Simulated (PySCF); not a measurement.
## Electronic structure of BBr (charge +1, doublet) in real space

| atom | x (Å) | y (Å) | z (Å) |
| --- | --- | --- | --- |
| B | 0.0000 | 0.0000 | -1.5393 |
| Br | 0.0000 | 0.0000 | 0.2147 |

Method: PySCF 2.14.0, PBE0/def2-TZVPPD, non-relativistic Hamiltonian with scalar-relativistic core potentials where named, at a bond length of 1.754 Å.

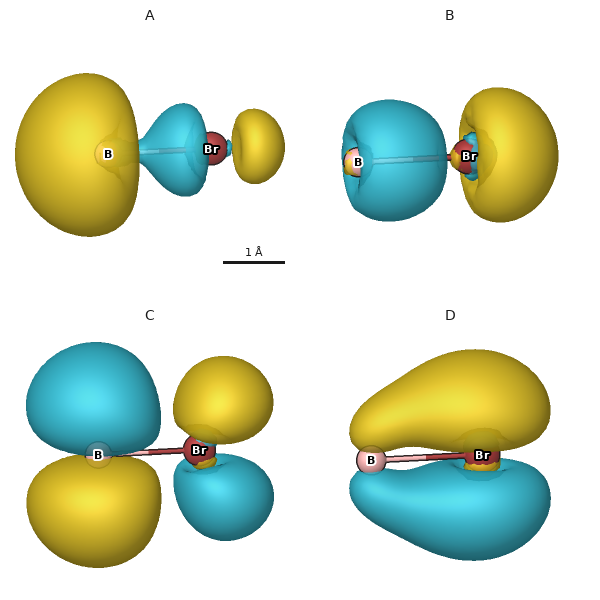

Figure 1. Four frontier β-spin orbitals, each drawn at the value that holds 80 % of its norm (yellow and cyan are the two phases), in no order; of a degenerate pair one member is drawn.

Q: Label each orbital by symmetry, say whether it is occupied, and order them by energy.

A: Orbital B: σ, occupied in this spin, −20.89 eV; mainly on Br (70 %).
Orbital D: π, occupied in this spin, −17.39 eV; mainly on Br (85 %).
Orbital A: σ, empty in this spin, −11.27 eV; mainly on B (85 %).
Orbital C: π, empty in this spin, −8.75 eV; antibonding, with a node between the atoms.

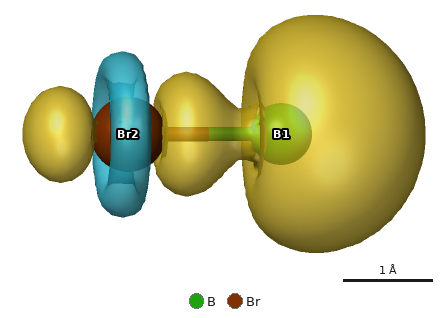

Figure 2. Isosurfaces of the spin density (α minus β) at +0.02 (yellow) and −0.02 e/Å³ (cyan), seen from one side.

Q: Where is the unpaired spin?

A: The unpaired spin (1 electron) lies mostly on B1 (about 0.9), in electrons by Hirshfeld's partition.

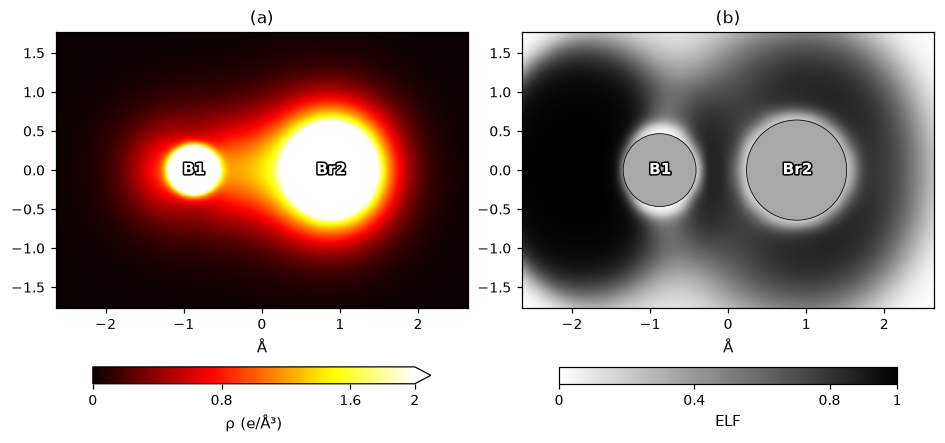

Figure 3. (a) total electron density; (b) electron localisation function on a plane that holds the molecular axis. Grey discs cover the atomic cores in the ELF map.

Q: What do the fields say about this system?

A: The plane passes through B and Br nuclei.
B–Br (1.75 Å): ρ at the midpoint is about 1.4 e/Å³; the ELF peaks at about 0.85 between the atoms; a short, strongly polar bond.
The ELF also peaks beside Br2 and B1, away from the bonds: non-bonding electrons, paired or unpaired.
